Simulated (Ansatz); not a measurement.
Run report: WHCl₄F, geometry relaxation (part 1 of 2)

System: WHCl₄F.
Method: RHF/def2-SVP (Ansatz 0.2.0).

It belongs to a series of runs on one base structure; here: start relaxed.

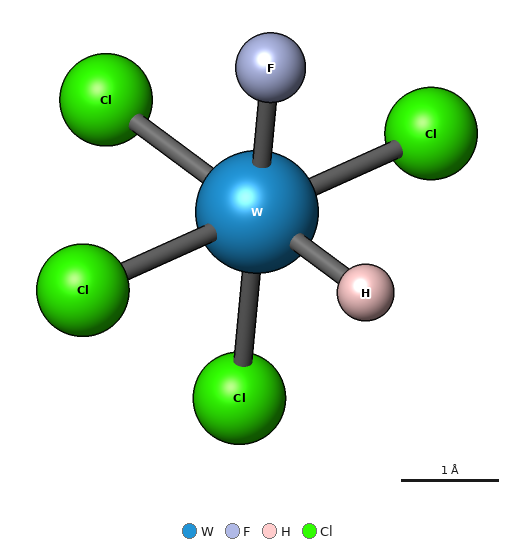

Figure 1. The starting structure (ball-and-stick view, seen at a tilt). Sticks mark near contacts. Bond lengths as drawn: Cl–W 2.39 Å, F–W 1.85 Å and H–W 1.72 Å.

**Input file**
```yaml
crystal:
  periodic: [false, false, false]
  atoms:
    - { symbol: W, position_ang: [0.0, 0.0, 0.0] }
    - { symbol: F, position_ang: [0.0, 0.0, 1.85] }
    - { symbol: H, position_ang: [1.72, 0.0, 0.0] }
    - { symbol: Cl, position_ang: [0.0, 2.39, 0.0] }
    - { symbol: Cl, position_ang: [-2.39, 0.0, 0.0] }
    - { symbol: Cl, position_ang: [0.0, -2.39, 0.0] }
    - { symbol: Cl, position_ang: [0.0, 0.0, -2.39] }
basis:
  gaussian: { orbitals: def2-SVP }
hamiltonian:
  xc: hf
relax:
  f_tol: 0.02
  max_steps: 40
output:
  orbitals: {}
```

Hardware: 4 threads of Arm Neoverse V2, 24 GiB of memory available, shared host.

Run as:
```bash
ansatz run input.yaml --threads 4 --pin off --max-ram 5120MiB --backend cpu --events-out ev --progress --plain --runs-dir out
```

**Output**
```
The last accepted step is kept in [file] (removed where the run ends without a failure and the disk answers)
Engine: ansatz 0.2.0, aarch64-unknown-linux-gnu
Functional definition: HF
  exchange = exact_x
  correlation = 0
1229 factors; integrals over basis functions are off by at most 2.4e-4 eV
mean field evaluation 1: about -54514.8506 eV, gradient 6.6e1 eV
mean field evaluation 2: about -54515.0782 eV, gradient 6.6e1 eV
mean field evaluation 4: about -54526.1017 eV, gradient 8.6e0 eV
mean field evaluation 8: about -54526.3260 eV, gradient 1.3e0 eV
mean field evaluation 16: about -54512.4783 eV, gradient 4.9e1 eV
mean field evaluation 32: about -54520.1112 eV, gradient 5.9e0 eV
mean field evaluation 64: about -54518.0700 eV, gradient 1.0e1 eV
mean field evaluation 96: about -54526.1155 eV, gradient 4.3e0 eV
mean field -54526.33914069 eV, -2003.8060041403 hartree, gradient 2.2e-5 eV, S^2 0.000000; 2 other end points of the search recorded, 0 dependent functions left out
the calculation of the forces begins
reference -54526.33914069 eV, -2003.8060041403 hartree; 46, 46 occupied and 77, 77 virtual orbitals, 1229 factors
relax step   1: F+E_penalty+E_count = -54526.33914069 eV  Δ(F+E_penalty+E_count) = +0.000e0 eV  max|allowed force component| = 2.499e0 eV/Å  Δτ_max = 0.0000 Å  (155 SCF iters, accepted)
these checks for a lower state are left out or cut short: starts, cluster_reference, orbital_swaps, neighbouring_geometries, increment
1229 factors; integrals over basis functions are off by at most 3.8e-4 eV
mean field -54526.99731067 eV, -2003.8301914410 hartree, gradient 1.9e-5 eV, S^2 0.000000; 0 other end points of the search recorded, 0 dependent functions left out
the calculation of the forces begins
reference -54526.99731067 eV, -2003.8301914410 hartree; 46, 46 occupied and 77, 77 virtual orbitals, 1229 factors
relax step   2: F+E_penalty+E_count = -54526.99731067 eV  Δ(F+E_penalty+E_count) = -6.582e-1 eV  max|allowed force component| = 1.056e0 eV/Å  Δτ_max = 0.1917 Å  (53 SCF iters, accepted)
these checks for a lower state are left out or cut short: starts, cluster_reference, orbital_swaps, neighbouring_geometries, increment
1229 factors; integrals over basis functions are off by at most 3.4e-4 eV
mean field -54527.10371949 eV, -2003.8341018930 hartree, gradient 2.0e-5 eV, S^2 0.000000; 0 other end points of the search recorded, 0 dependent functions left out
the calculation of the forces begins
reference -54527.10371949 eV, -2003.8341018930 hartree; 46, 46 occupied and 77, 77 virtual orbitals, 1229 factors
relax step   3: F+E_penalty+E_count = -54527.10371949 eV  Δ(F+E_penalty+E_count) = -1.064e-1 eV  max|allowed force component| = 2.977e-1 eV/Å  Δτ_max = 0.0723 Å  (48 SCF iters, accepted)
these checks for a lower state are left out or cut short: starts, cluster_reference, orbital_swaps, neighbouring_geometries, increment
1229 factors; integrals over basis functions are off by at most 3.2e-4 eV
mean field evaluation 128: about -54527.1192 eV, gradient 2.2e-5 eV
mean field -54527.11924239 eV, -2003.8346723488 hartree, gradient 2.2e-5 eV, S^2 0.000000; 0 other end points of the search recorded, 0 dependent functions left out
the calculation of the forces begins
reference -54527.11924239 eV, -2003.8346723488 hartree; 46, 46 occupied and 77, 77 virtual orbitals, 1229 factors
relax step   4: F+E_penalty+E_count = -54527.11924239 eV  Δ(F+E_penalty+E_count) = -1.552e-2 eV  max|allowed force component| = 1.642e-1 eV/Å  Δτ_max = 0.0571 Å  (50 SCF iters, accepted)
these checks for a lower state are left out or cut short: starts, cluster_reference, orbital_swaps, neighbouring_geometries, increment
1229 factors; integrals over basis functions are off by at most 3.1e-4 eV
mean field -54527.13251020 eV, -2003.8351599321 hartree, gradient 2.6e-5 eV, S^2 0.000000; 0 other end points of the search recorded, 0 dependent functions left out
the calculation of the forces begins
reference -54527.13251020 eV, -2003.8351599321 hartree; 46, 46 occupied and 77, 77 virtual orbitals, 1229 factors
relax step   5: F+E_penalty+E_count = -54527.13251020 eV  Δ(F+E_penalty+E_count) = -1.327e-2 eV  max|allowed force component| = 2.214e-1 eV/Å  Δτ_max = 0.0803 Å  (50 SCF iters, accepted)
these checks for a lower state are left out or cut short: starts, cluster_reference, orbital_swaps, neighbouring_geometries, increment
1229 factors; integrals over basis functions are off by at most 3.2e-4 eV
mean field -54527.14701618 eV, -2003.8356930171 hartree, gradient 2.2e-5 eV, S^2 0.000000; 0 other end points of the search recorded, 0 dependent functions left out
the calculation of the forces begins
reference -54527.14701618 eV, -2003.8356930171 hartree; 46, 46 occupied and 77, 77 virtual orbitals, 1229 factors
relax step   6: F+E_penalty+E_count = -54527.14701618 eV  Δ(F+E_penalty+E_count) = -1.451e-2 eV  max|allowed force component| = 3.637e-1 eV/Å  Δτ_max = 0.1052 Å  (52 SCF iters, accepted)
these checks for a lower state are left out or cut short: starts, cluster_reference, orbital_swaps, neighbouring_geometries, increment
1229 factors; integrals over basis functions are off by at most 3.3e-4 eV
mean field -54527.16164818 eV, -2003.8362307331 hartree, gradient 2.6e-5 eV, S^2 0.000000; 0 other end points of the search recorded, 0 dependent functions left out
the calculation of the forces begins
reference -54527.16164818 eV, -2003.8362307331 hartree; 46, 46 occupied and 77, 77 virtual orbitals, 1229 factors
relax step   7: F+E_penalty+E_count = -54527.16164818 eV  Δ(F+E_penalty+E_count) = -1.463e-2 eV  max|allowed force component| = 3.426e-1 eV/Å  Δτ_max = 0.0991 Å  (50 SCF iters, accepted)
these checks for a lower state are left out or cut short: starts, cluster_reference, orbital_swaps, neighbouring_geometries, increment
1230 factors; integrals over basis functions are off by at most 3.2e-4 eV
mean field evaluation 160: about -54526.7329 eV, gradient 4.7e-1 eV
mean field -54527.14580750 eV, -2003.8356485988 hartree, gradient 2.2e-5 eV, S^2 0.000000; 0 other end points of the search recorded, 0 dependent functions left out
the calculation of the forces begins
reference -54527.14580750 eV, -2003.8356485988 hartree; 46, 46 occupied and 77, 77 virtual orbitals, 1230 factors
relax step   8: F+E_penalty+E_count = -54527.14580750 eV  Δ(F+E_penalty+E_count) = +1.584e-2 eV  max|allowed force component| = 1.034e0 eV/Å  Δτ_max = 0.0466 Å  (50 SCF iters, rejected (line search))
these checks for a lower state are left out or cut short: starts, cluster_reference, orbital_swaps, neighbouring_geometries, increment
1229 factors; integrals over basis functions are off by at most 3.3e-4 eV
mean field -54527.17124722 eV, -2003.8365834911 hartree, gradient 2.1e-5 eV, S^2 0.000000; 0 other end points of the search recorded, 0 dependent functions left out
the calculation of the forces begins
reference -54527.17124722 eV, -2003.8365834911 hartree; 46, 46 occupied and 77, 77 virtual orbitals, 1229 factors
relax step   9: F+E_penalty+E_count = -54527.17124722 eV  Δ(F+E_penalty+E_count) = -9.599e-3 eV  max|allowed force component| = 1.254e-1 eV/Å  Δτ_max = 0.0226 Å  (50 SCF iters, accepted)
these checks for a lower state are left out or cut short: starts, cluster_reference, orbital_swaps, neighbouring_geometries, increment
1230 factors; integrals over basis functions are off by at most 3.2e-4 eV
mean field -54527.17404830 eV, -2003.8366864288 hartree, gradient 2.1e-5 eV, S^2 0.000000; 0 other end points of the search recorded, 0 dependent functions left out
the calculation of the forces begins
reference -54527.17404830 eV, -2003.8366864288 hartree; 46, 46 occupied and 77, 77 virtual orbitals, 1230 factors
relax step  10: F+E_penalty+E_count = -54527.17404830 eV  Δ(F+E_penalty+E_count) = -2.801e-3 eV  max|allowed force component| = 4.470e-2 eV/Å  Δτ_max = 0.0458 Å  (50 SCF iters, accepted)
these checks for a lower state are left out or cut short: starts, cluster_reference, orbital_swaps, neighbouring_geometries, increment
1230 factors; integrals over basis functions are off by at most 3.1e-4 eV
mean field evaluation 192: about -54527.1744 eV, gradient 3.2e-3 eV
mean field -54527.17444692 eV, -2003.8367010781 hartree, gradient 2.0e-5 eV, S^2 0.000000; 0 other end points of the search recorded, 0 dependent functions left out
the calculation of the forces begins
reference -54527.17444692 eV, -2003.8367010781 hartree; 46, 46 occupied and 77, 77 virtual orbitals, 1230 factors
relax step  11: F+E_penalty+E_count = -54527.17444692 eV  Δ(F+E_penalty+E_count) = -3.986e-4 eV  max|allowed force component| = 1.630e-2 eV/Å  Δτ_max = 0.0208 Å  (51 SCF iters, accepted)
```

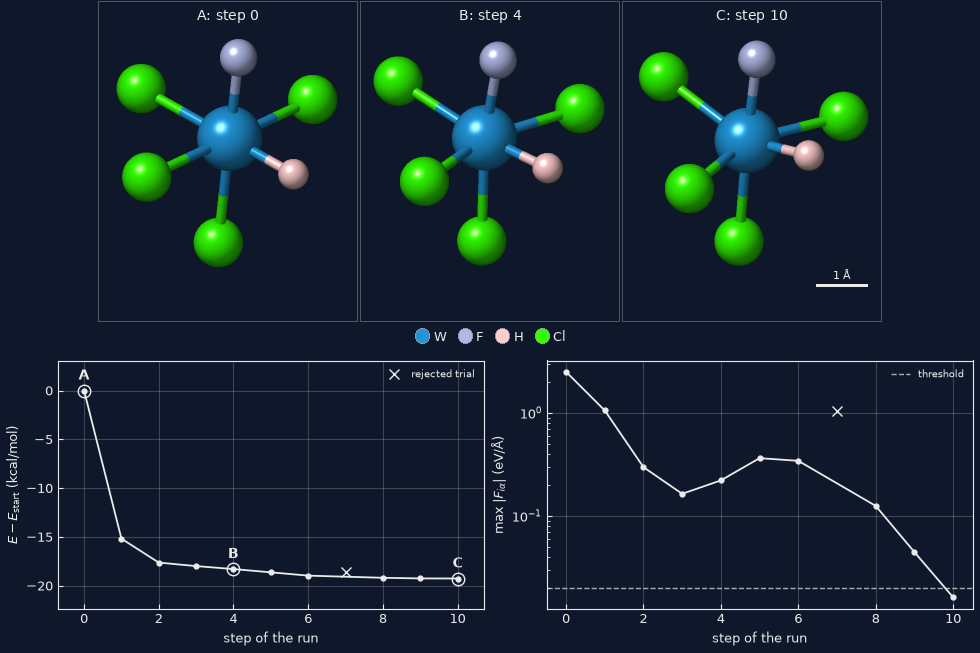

Figure 2. Frames of the relaxation (ball-and-stick view, seen at a tilt) above the curves, on which the letters mark them (the first geometry is step 0 here and step 1 in the log).

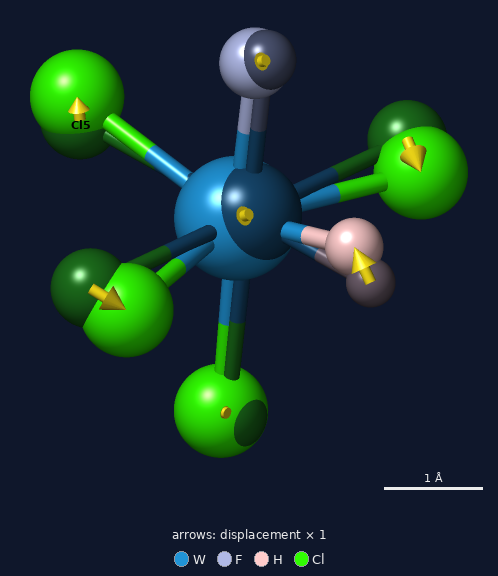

Figure 3. Start (faint) and end (solid) with the displacements as yellow arrows, at true length (ball-and-stick view, seen at a tilt). The two geometries are laid on each other by the best rigid fit. The largest moves after the best rigid fit, 0.43 Å, are those of Cl4 and Cl6. By element the largest moves are Cl 0.43 Å, H 0.40 Å, W 0.20 Å, F 0.18 Å. Distances before and after: W1–Cl4 2.390 → 2.284 Å, W1–Cl5 2.390 → 2.328 Å, W1–H3 1.720 → 1.664 Å, W1–F2 1.850 → 1.871 Å. Among the angles that change: Cl4–W1–Cl6 180.0° → 153.2°, H3–W1–Cl5 180.0° → 156.3°, F2–W1–H3 90.0° → 74.6°. After 10 geometry steps the energy has fallen by 19.3 kcal/mol. The largest force component goes from 2.5 to 0.016 eV/Å. The line search rejected the trial step at point 7 (counted from 0) and went back. (Atoms are counted from 1 in the order of the input.)

```
1230 factors; integrals over basis functions are off by at most 3.1e-4 eV
mean field -54527.17444692 eV, -2003.8367010781 hartree, gradient 2.0e-5 eV, S^2 0.000000; 1 other end points of the search recorded, 0 dependent functions left out
the calculation of the forces begins
reference -54527.17444692 eV, -2003.8367010781 hartree; 46, 46 occupied and 77, 77 virtual orbitals, 1230 factors
Total energy: -54527.17444692 eV, -2003.8367010781 hartree
Atom 0 at    -0.160855    -0.000000    -0.125160 Å, force    -0.009389    -0.000000    -0.014673 eV/Å
Atom 1 at    -0.164087    -0.000000     1.745673 Å, force    -0.001812    -0.000000    -0.005155 eV/Å
Atom 2 at     1.443277     0.000000     0.318403 Å, force     0.003389     0.000000     0.003513 eV/Å
Atom 3 at     0.367564     2.221854    -0.142977 Å, force     0.003495    -0.016304     0.007336 eV/Å
Atom 4 at    -2.465172    -0.000000     0.206856 Å, force     0.001910     0.000000     0.005186 eV/Å
Atom 5 at     0.367564    -2.221854    -0.142977 Å, force     0.003495     0.016304     0.007336 eV/Å
Atom 6 at    -0.058291    -0.000000    -2.399818 Å, force    -0.001087    -0.000000    -0.003543 eV/Å
Dipole moment:     0.199145    -0.000000    -0.312554 e Å
```
